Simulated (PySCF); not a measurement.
# C₇H₈OS: excited states, first hyperpolarisability

Aim: compute the excited states, first hyperpolarisability of C₇H₈OS (`OCc1ccccc1S`).

Computed with PySCF 2.14.0 and routines of our own; the level stands in each step. Atoms count from 0.

## 1. The starting structure

17 atoms, charge 0, multiplicity 1; geometry from: GFN2-xTB.

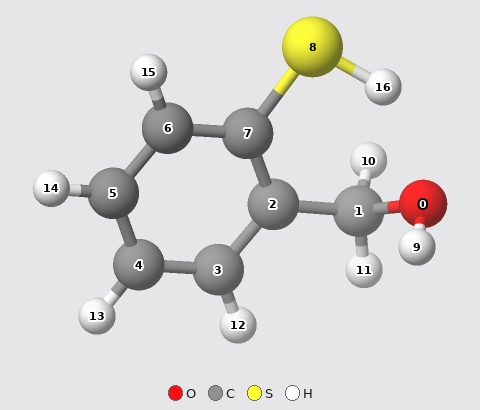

The starting geometry (oxygen red, carbon grey, sulfur yellow, hydrogen white).

## 2. Relaxing the molecule at PBE0-D3(BJ)/def2-SVP

What the job is given:

```
{"job": {"xc": "PBE0", "basis": "def2-SVP", "d3": "d3bj", "grid": 2, "kind": "geom"}, "charge": 0, "multiplicity": 1}
O      2.525357     0.783428     0.713180
C      1.909648     0.126693    -0.383079
C      0.430226    -0.102525    -0.195257
C     -0.075899    -1.395455    -0.205807
C     -1.431378    -1.641089    -0.079751
C     -2.309623    -0.579750     0.063617
C     -1.825011     0.712419     0.098936
C     -0.461754     0.958322    -0.019952
S      0.061937     2.648145     0.038862
H      2.401864     0.246988     1.504394
H      2.080440     0.783268    -1.243189
H      2.408360    -0.830806    -0.579026
H      0.610244    -2.221814    -0.328875
H     -1.798868    -2.655618    -0.098376
H     -3.370319    -0.758393     0.155235
H     -2.495672     1.549472     0.219625
H      1.333448     2.388745     0.329553
```

On the command line:

```console
$ OMP_NUM_THREADS=1 python excited_run.py task.json out
```

One launch serves the whole session: the jobs run in the order shown.

Log:

```text
step   0  E = -744.07074111  max force = 0.012216
step   1  E = -744.07278385  max force = 0.003448
step   2  E = -744.07279161  max force = 0.001983
step   3  E = -744.07299141  max force = 0.001057
step   4  E = -744.07297485  max force = 0.001774
step   5  E = -744.07303391  max force = 0.000348
step   6  E = -744.07304343  max force = 0.000492
step   7  E = -744.07304402  max force = 0.000872
step   8  E = -744.07304914  max force = 0.000055
optimisation converged
```

It took 1.7 min on 1 thread of Arm Neoverse V2, shared host; peak memory 0.8 GiB.

Step by step:

```csv
step,energy from step 0 (eV),largest force component (eV/Å)
0,0.0000,0.6282
1,-0.0556,0.1773
2,-0.0558,0.1020
3,-0.0612,0.0544
4,-0.0608,0.0912
5,-0.0624,0.0179
6,-0.0626,0.0253
7,-0.0627,0.0448
8,-0.0628,0.0028
```

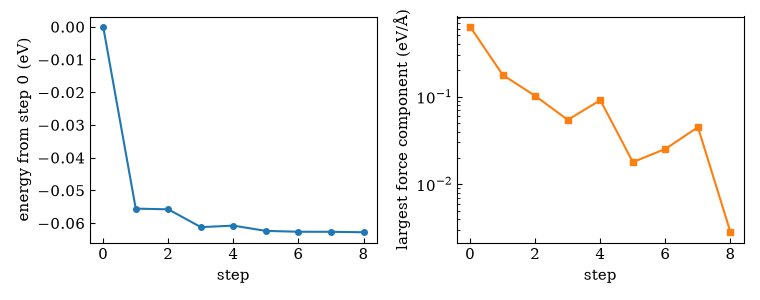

Energy and force, step by step.

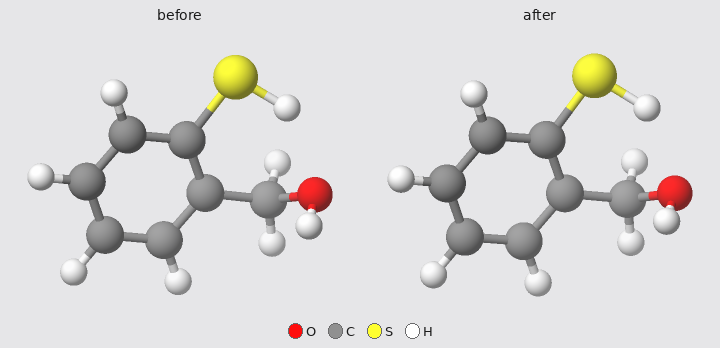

Before and after, at one scale.

Distances of close pairs at the start and the end, largest changes first:

```csv
bond,before (Å),after (Å),change (Å)
S8–H16,1.330,1.356,+0.026
C2–C7,1.397,1.411,+0.014
C6–H15,1.079,1.093,+0.013
C5–H14,1.080,1.093,+0.013
C3–H12,1.081,1.094,+0.013
C4–H13,1.079,1.092,+0.013
C5–C6,1.381,1.392,+0.012
C3–C4,1.383,1.393,+0.010
```

The final coordinates are the input of the step that follows.

```csv
at the end point,value
point group (found at 0.08 Å tolerance),C1
"rotational constants (GHz, main isotopes)","2.013, 1.272, 0.816"
dipole moment (D),2.30
```

## 3. Excited states: TDA CAM-B3LYP/aug-cc-pVDZ

What the job is given:

```
{"job": {"kind": "states", "xc": "CAM-B3LYP", "basis": "aug-cc-pVDZ", "tda": true, "soc": true, "nstates": 6, "ntriplets": 5, "nquad": 4}, "charge": 0, "multiplicity": 1}
O      2.806399     0.832259     0.780661
C      2.170221     0.158668    -0.286379
C      0.702413    -0.079606    -0.059804
C      0.196317    -1.382279    -0.043584
C     -1.163515    -1.636355     0.119247
C     -2.041350    -0.566942     0.281493
C     -1.558035     0.738416     0.292855
C     -0.192694     0.994950     0.124974
S      0.331225     2.684731     0.088249
H      2.599586     0.357557     1.594280
H      2.305029     0.808252    -1.167303
H      2.670292    -0.802355    -0.505372
H      0.892258    -2.215904    -0.177485
H     -1.534480    -2.663455     0.120558
H     -3.110982    -0.746883     0.413416
H     -2.242301     1.577014     0.442917
H      1.582931     2.436459     0.546343
```

Level: TDA CAM-B3LYP/aug-cc-pVDZ excited states, vertical, gas phase, spin-orbit mean-field couplings.

Log:

```text
coarse grid: 15272 points
cycle   1  E = -744.7321448150  dE =  1.746e+00  |g| = 6.115e-01  |ddm| = 4.483e+01
cycle   2  E = -744.7126858520  dE =  1.946e-02  |g| = 7.432e-01  |ddm| = 5.258e+00
cycle   3  E = -744.8134447075  dE = -1.008e-01  |g| = 7.227e-02  |ddm| = 2.243e+00
cycle   4  E = -744.8145246054  dE = -1.080e-03  |g| = 3.026e-02  |ddm| = 5.791e-01
cycle   5  E = -744.8147607854  dE = -2.362e-04  |g| = 9.318e-03  |ddm| = 3.923e-01
cycle   6  E = -744.8147821166  dE = -2.133e-05  |g| = 3.101e-03  |ddm| = 6.297e-02
cycle   7  E = -744.8147846293  dE = -2.513e-06  |g| = 7.203e-04  |ddm| = 2.736e-02
final grid: 144392 points
cycle   8  E = -744.8387158592  dE = -2.712e-05  |g| = 3.386e-03  |ddm| = 7.187e-01
cycle   9  E = -744.8387165308  dE = -6.716e-07  |g| = 3.122e-03  |ddm| = 6.840e-02
cycle  10  E = -744.8387191617  dE = -2.631e-06  |g| = 3.142e-04  |ddm| = 2.879e-02
cycle  11  E = -744.8387191800  dE = -1.827e-08  |g| = 2.129e-04  |ddm| = 3.502e-03
cycle  12  E = -744.8387191920  dE = -1.200e-08  |g| = 5.315e-05  |ddm| = 1.507e-03
cycle  13  E = -744.8387191927  dE = -7.626e-10  |g| = 1.199e-05  |ddm| = 4.434e-04
converged SCF energy = -744.8387191927

Singlet excitations
state   eV       nm        f     d(h-e)  d(exc)  Lambda  PR(NTO)  |dmu|/D   mu/D   main configurations
  1   4.9547   250.2   0.03276   0.741   3.284   0.490   1.480    1.907    0.705   H->L 0.36, H->L+2 0.20, H->L+1 0.12
  2   5.2753   235.0   0.11748   0.884   3.493   0.518   1.244    2.531    1.334   H->L+2 0.44, H->L 0.33
  3   5.6924   217.8   0.06081   1.031   4.219   0.416   1.134    3.576    2.549   H->L+1 0.47, H->L+4 0.14, H->L+2 0.09
  4   5.8118   213.3   0.01856   1.389   3.895   0.322   1.032    6.360    8.391   H->L+6 0.23, H->L+4 0.22, H->L+10 0.10
  5   6.1480   201.7   0.01581   1.868   4.881   0.399   1.353                     H->L+1 0.28, H->L+4 0.26
  6   6.2057   199.8   0.08203   0.927   4.614   0.382   1.698                     H->L+3 0.35, H->L+5 0.15, H-1->L 0.13

Triplet excitations (Tamm-Dancoff)
state   eV     d(h-e)  d(exc)  Lambda  PR(NTO)   main configurations
  1   3.7493   0.301   2.828   0.478   1.430   H->L 0.28, H->L+2 0.18, H->L+1 0.13
  2   4.3037   0.689   3.058   0.532   1.086   H->L+2 0.52, H->L 0.13, H->L+1 0.09
  3   4.5545   0.177   2.822   0.529   1.466   H-1->L+2 0.30, H-1->L 0.18, H-1->L+1 0.14
  4   5.0414   0.086   2.846   0.566   1.109   H-1->L+2 0.46, H-1->L 0.23, H-1->L+1 0.09
  5   5.3375   0.278   3.218   0.345   1.190   H->L+10 0.16, H->L+1 0.12, H->L+13 0.09
S1 - T1 = 1.2054 eV

Spin-orbit couplings |<S|Hso|T>| (cm-1)
             T1       T2       T3       T4       T5
S0       14.130   14.084   13.171   14.826  106.734
S1        4.605    1.366    0.456    0.921    8.083
S2        5.563    2.174    2.403    2.059    9.150
S3        5.937    2.403    3.131    1.716    5.650
S4        8.622    3.303    4.114    1.935    7.528
S5        4.443    5.404    2.071    1.593    5.457
S6        3.783    2.936    2.023    0.666    7.665
T1 sublevels (cm-1): 0.000 0.004 0.008   radiative rates (1/s): 30 1.27 56.4
```

Wall time 66 s (1 thread of Arm Neoverse V2, shared host); peak memory 1.2 GiB.

From this job:

```csv
quantity,value
S1 less T1,1.21 eV
```

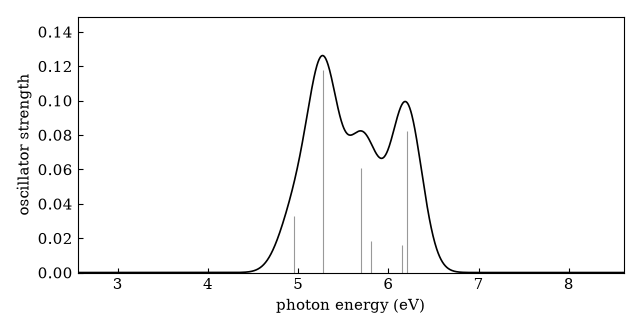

Absorption lines of the singlets. Lines are broadened to a width of 0.40 eV (Gaussian).

## 4. Excited states: TDDFT CAM-B3LYP/aug-cc-pVDZ

Settings changed since step 3:

```diff
@@ -1,2 +1,2 @@
-{"job": {"kind": "states", "xc": "CAM-B3LYP", "basis": "aug-cc-pVDZ", "tda": true, "soc": true, "nstates": 6, "ntriplets": 5, "nquad": 4}, "charge": 0, "multiplicity": 1}
+{"job": {"kind": "states", "xc": "CAM-B3LYP", "basis": "aug-cc-pVDZ", "tpa": true, "nstates": 8, "nquad": 6, "ntriplets": 0}, "charge": 0, "multiplicity": 1}
 O      2.806399     0.832259     0.780661
```

Level: TDDFT CAM-B3LYP/aug-cc-pVDZ excited states, vertical, gas phase, two-photon moments by quadratic response.

Log:

```text
coarse grid: 15272 points
cycle   1  E = -744.7321448150  dE =  1.746e+00  |g| = 6.115e-01  |ddm| = 4.483e+01
cycle   2  E = -744.7126858520  dE =  1.946e-02  |g| = 7.432e-01  |ddm| = 5.258e+00
cycle   3  E = -744.8134447075  dE = -1.008e-01  |g| = 7.227e-02  |ddm| = 2.243e+00
cycle   4  E = -744.8145246054  dE = -1.080e-03  |g| = 3.026e-02  |ddm| = 5.791e-01
cycle   5  E = -744.8147607854  dE = -2.362e-04  |g| = 9.318e-03  |ddm| = 3.923e-01
cycle   6  E = -744.8147821166  dE = -2.133e-05  |g| = 3.101e-03  |ddm| = 6.297e-02
cycle   7  E = -744.8147846293  dE = -2.513e-06  |g| = 7.203e-04  |ddm| = 2.736e-02
final grid: 144392 points
cycle   8  E = -744.8387158592  dE = -2.712e-05  |g| = 3.386e-03  |ddm| = 7.187e-01
cycle   9  E = -744.8387165308  dE = -6.716e-07  |g| = 3.122e-03  |ddm| = 6.840e-02
cycle  10  E = -744.8387191617  dE = -2.631e-06  |g| = 3.142e-04  |ddm| = 2.879e-02
cycle  11  E = -744.8387191800  dE = -1.827e-08  |g| = 2.129e-04  |ddm| = 3.502e-03
cycle  12  E = -744.8387191920  dE = -1.200e-08  |g| = 5.315e-05  |ddm| = 1.507e-03
cycle  13  E = -744.8387191927  dE = -7.626e-10  |g| = 1.199e-05  |ddm| = 4.434e-04
converged SCF energy = -744.8387191927

Singlet excitations
state   eV       nm        f     d(h-e)  d(exc)  Lambda  PR(NTO)  |dmu|/D   mu/D   delta(TPA)   sigma/GM   main configurations
  1   4.8838   253.9   0.03564   0.730   3.255   0.485   1.472    2.049    0.631       33.10      0.289   H->L 0.40, H->L+2 0.17, H->L+1 0.14
  2   5.1698   239.8   0.10682   0.857   3.376   0.532   1.311    2.365    0.810       94.25      0.923   H->L+2 0.53, H->L 0.26
  3   5.6538   219.3   0.03657   0.825   4.197   0.409   1.152    2.863    1.907       35.92      0.421   H->L+1 0.41, H->L+4 0.14, H->L 0.10
  4   5.7972   213.9   0.01872   1.419   3.914   0.324   1.035    6.404    8.422      103.42      1.273   H->L+6 0.23, H->L+4 0.23, H->L+10 0.10
  5   6.0956   203.4   0.14485   1.102   4.023   0.487   2.416    4.008    1.825       32.41      0.441   H->L+1 0.22, H-1->L 0.21, H-1->L+2 0.17
  6   6.1576   201.4   0.04613   1.167   4.850   0.371   1.460    3.991    1.788      135.97      1.889   H->L+4 0.27, H->L+3 0.16, H-1->L 0.13
  7   6.2843   197.3   0.09283   0.918   4.609   0.363   1.928                                            H->L+3 0.37, H-1->L 0.18, H->L+5 0.11
  8   6.4269   192.9   0.08620   1.682   4.818   0.377   1.504                                            H->L+5 0.52, H->L+4 0.12, H-1->L+2 0.09
```

Run time: 83 s. Hardware: 1 thread of Arm Neoverse V2, shared host; peak memory 1.2 GiB.

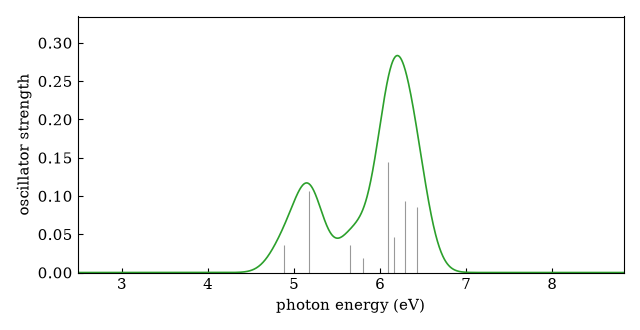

Absorption lines of the singlets. Lines are broadened to a width of 0.40 eV (Gaussian).

## 5. First hyperpolarisability: quadratic response CAM-B3LYP/aug-cc-pVDZ

Settings changed since step 4:

```diff
@@ -1,2 +1,2 @@
-{"job": {"kind": "states", "xc": "CAM-B3LYP", "basis": "aug-cc-pVDZ", "tpa": true, "nstates": 8, "nquad": 6, "ntriplets": 0}, "charge": 0, "multiplicity": 1}
+{"job": {"kind": "beta", "xc": "CAM-B3LYP", "basis": "aug-cc-pVDZ"}, "charge": 0, "multiplicity": 1}
 O      2.806399     0.832259     0.780661
```

With the program's defaults for keys left out, this is: quadratic response CAM-B3LYP/aug-cc-pVDZ first hyperpolarisability, Taylor convention, gas phase.

Log:

```text
coarse grid: 15272 points
cycle   1  E = -744.7321448150  dE =  1.746e+00  |g| = 6.115e-01  |ddm| = 4.483e+01
cycle   2  E = -744.7126858520  dE =  1.946e-02  |g| = 7.432e-01  |ddm| = 5.258e+00
cycle   3  E = -744.8134447075  dE = -1.008e-01  |g| = 7.227e-02  |ddm| = 2.243e+00
cycle   4  E = -744.8145246054  dE = -1.080e-03  |g| = 3.026e-02  |ddm| = 5.791e-01
cycle   5  E = -744.8147607854  dE = -2.362e-04  |g| = 9.318e-03  |ddm| = 3.923e-01
cycle   6  E = -744.8147821166  dE = -2.133e-05  |g| = 3.101e-03  |ddm| = 6.297e-02
cycle   7  E = -744.8147846293  dE = -2.513e-06  |g| = 7.203e-04  |ddm| = 2.736e-02
final grid: 144392 points
cycle   8  E = -744.8387158592  dE = -2.712e-05  |g| = 3.386e-03  |ddm| = 7.187e-01
cycle   9  E = -744.8387165308  dE = -6.716e-07  |g| = 3.122e-03  |ddm| = 6.840e-02
cycle  10  E = -744.8387191617  dE = -2.631e-06  |g| = 3.142e-04  |ddm| = 2.879e-02
cycle  11  E = -744.8387191800  dE = -1.827e-08  |g| = 2.129e-04  |ddm| = 3.502e-03
cycle  12  E = -744.8387191920  dE = -1.200e-08  |g| = 5.315e-05  |ddm| = 1.507e-03
cycle  13  E = -744.8387191927  dE = -7.626e-10  |g| = 1.199e-05  |ddm| = 4.434e-04
converged SCF energy = -744.8387191927

Lowest singlets (eV, f): 4.8838 0.0356  5.1698 0.1068  5.6538 0.0366

First hyperpolarisability (au)
process     nm      |vector|   parallel      HRS      DR
static         -      180.18     -91.35      86.06   3.451
shg       1907.0      197.41    -101.83      93.81   3.504
eope      1907.0      185.63     -94.67          -       -
shg       1064.0      247.20    -131.88     115.82   3.649
eope      1064.0      198.74    -102.63          -       -
```

Wall time 62 s (1 thread of Arm Neoverse V2, shared host); peak memory 1.2 GiB.

## 6. Excited states: TDA CAM-B3LYP/aug-cc-pVDZ in ethanol

Settings changed since step 5:

```diff
@@ -1,2 +1,2 @@
-{"job": {"kind": "beta", "xc": "CAM-B3LYP", "basis": "aug-cc-pVDZ"}, "charge": 0, "multiplicity": 1}
+{"job": {"kind": "states", "xc": "CAM-B3LYP", "basis": "aug-cc-pVDZ", "tda": true, "soc": true, "nstates": 6, "ntriplets": 5, "nquad": 4, "solvent": "ethanol"}, "charge": 0, "multiplicity": 1}
 O      2.806399     0.832259     0.780661
```

Level: TDA CAM-B3LYP/aug-cc-pVDZ excited states, vertical, IEF-PCM ethanol (non-equilibrium response), spin-orbit mean-field couplings.

Log:

```text
coarse grid: 15272 points
cycle   1  E = -744.7467344941  dE =  1.732e+00  |g| = 5.963e-01  |ddm| = 4.492e+01
cycle   2  E = -744.7319155503  dE =  1.482e-02  |g| = 7.106e-01  |ddm| = 5.473e+00
cycle   3  E = -744.8236292154  dE = -9.171e-02  |g| = 6.297e-02  |ddm| = 2.239e+00
cycle   4  E = -744.8244876290  dE = -8.584e-04  |g| = 2.326e-02  |ddm| = 4.541e-01
cycle   5  E = -744.8246312658  dE = -1.436e-04  |g| = 6.350e-03  |ddm| = 3.592e-01
cycle   6  E = -744.8246417508  dE = -1.049e-05  |g| = 1.567e-03  |ddm| = 4.633e-02
cycle   7  E = -744.8246425771  dE = -8.263e-07  |g| = 5.491e-04  |ddm| = 1.793e-02
final grid: 144392 points
cycle   8  E = -744.8485117681  dE = -2.773e-05  |g| = 3.122e-03  |ddm| = 7.294e-01
cycle   9  E = -744.8485129065  dE = -1.138e-06  |g| = 2.540e-03  |ddm| = 6.624e-02
cycle  10  E = -744.8485146252  dE = -1.719e-06  |g| = 2.282e-04  |ddm| = 2.673e-02
cycle  11  E = -744.8485146369  dE = -1.168e-08  |g| = 1.551e-04  |ddm| = 2.976e-03
cycle  12  E = -744.8485146433  dE = -6.376e-09  |g| = 3.849e-05  |ddm| = 1.303e-03
cycle  13  E = -744.8485146437  dE = -4.043e-10  |g| = 9.599e-06  |ddm| = 3.780e-04
converged SCF energy = -744.8485146437

Singlet excitations
state   eV       nm        f     d(h-e)  d(exc)  Lambda  PR(NTO)  |dmu|/D   mu/D   main configurations
  1   5.0418   245.9   0.03313   0.588   3.194   0.533   1.572    1.768    1.634   H->L 0.36, H->L+2 0.23, H->L+3 0.10
  2   5.3415   232.1   0.18500   0.731   3.380   0.544   1.218    2.252    1.799   H->L+2 0.40, H->L 0.36
  3   5.7460   215.8   0.07528   0.547   4.095   0.409   1.115    2.583    4.741   H->L+1 0.56, H->L+4 0.11
  4   5.8294   212.7   0.01411   1.504   3.734   0.318   1.036    7.224   10.322   H->L+6 0.19, H->L+3 0.18, H->L+4 0.14
  5   6.2599   198.1   0.23256   0.978   4.086   0.507   2.242                     H->L+2 0.22, H-1->L 0.20, H->L+1 0.15
  6   6.3449   195.4   0.11939   1.167   4.656   0.375   1.736                     H->L+4 0.41, H-1->L 0.21, H->L+1 0.09

Triplet excitations (Tamm-Dancoff)
state   eV     d(h-e)  d(exc)  Lambda  PR(NTO)   main configurations
  1   3.8007   0.242   2.782   0.515   1.501   H->L 0.33, H->L+1 0.16, H->L+2 0.14
  2   4.4073   0.583   3.020   0.550   1.141   H->L+2 0.53, H->L 0.15, H->L+3 0.12
  3   4.5826   0.153   2.817   0.556   1.503   H-1->L+2 0.32, H-1->L 0.22, H-1->L+3 0.14
  4   5.0159   0.098   2.843   0.557   1.150   H-1->L+2 0.37, H-1->L 0.28, H-1->L+1 0.17
  5   5.4072   0.483   3.063   0.339   1.142   H->L+10 0.17, H->L+6 0.11, H->L+1 0.11
S1 - T1 = 1.2411 eV

Spin-orbit couplings |<S|Hso|T>| (cm-1)
             T1       T2       T3       T4       T5
S0       12.628   12.800   12.802   12.569  107.523
S1        3.910    1.110    0.454    0.548    7.217
S2        5.361    1.802    2.386    1.744    7.624
S3        3.591    2.028    2.039    1.320    3.351
S4        8.521    3.318    4.457    1.767    4.640
S5        4.928    5.399    2.507    1.486    8.540
S6        2.448    1.287    1.220    1.115    3.587
T1 sublevels (cm-1): 0.000 0.003 0.006   radiative rates (1/s): 33.4 0.987 32.1
```

It took 68 s on 1 thread of Arm Neoverse V2, shared host; peak memory 1.3 GiB.

Key values:

```csv
quantity,value
S1 less T1,1.24 eV
```

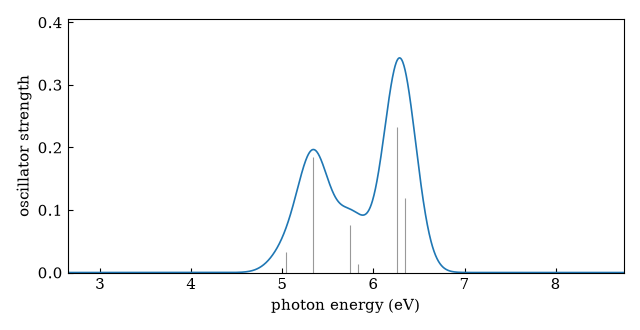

Absorption lines of the singlets. Lines are broadened to a width of 0.40 eV (Gaussian).

## 7. Outcome

```
                                                   quantity                                                value
                                                point group                                                   C1
                       rotational constants (main isotopes)                                 2.01, 1.27, 0.82 GHz
             S1 less T1 (step 3, TDA CAM-B3LYP/aug-cc-pVDZ)                                              1.21 eV
β vector (step 5, quadratic response CAM-B3LYP/aug-cc-pVDZ)  static 180, SHG 1907.0 nm 197, SHG 1064.0 nm 247 au
  S1 less T1 (step 6, TDA CAM-B3LYP/aug-cc-pVDZ in ethanol)                                              1.24 eV
```

In words: Over 8 steps the energy fell by 0.063 eV; of the close pairs, S8–H16 changed most, 1.330 to 1.356 Å. In step 3, the number of triplets below S1 is 3, and the largest singlet-triplet spin-orbit coupling is S0–T5, 106.73 cm⁻¹. β grows from 180 au (static) to 247 au for doubling at 1064.0 nm: normal dispersion, which grows as twice the photon energy moves toward the bright states. In step 6, the number of triplets below S1 is 4, and the largest singlet-triplet spin-orbit coupling is S0–T5, 107.52 cm⁻¹.
